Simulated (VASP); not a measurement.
Band structure of Te4W3Se2. All values below come from PBEsol GGA, VASP's PBE PAW potentials (set 64) (plane waves; VASP).

The cell holds a wide vacuum, so values per volume refer to the whole cell. Unless said otherwise, spin-orbit coupling is left out, though it shifts the bands of the heavy elements here.

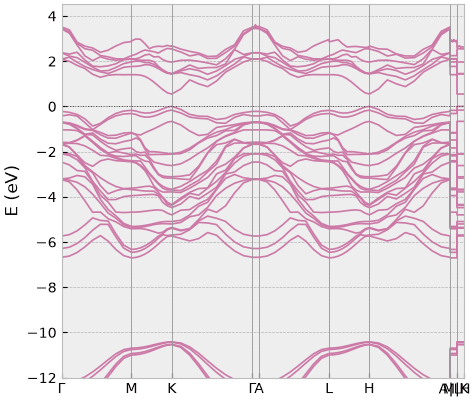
Figure: Bands along high-symmetry lines, zero at the valence-band maximum or, without a gap, the Fermi level

### Question
Read the plot: is there a gap, and where are the band edges?

### Answer
The gap is direct, 0.54 eV, from the valence maximum at K to the conduction minimum at K. (Edges off the drawn lines would not show.)

The cell is a sheet with vacuum, built from a database entry that may be metastable or hypothetical.
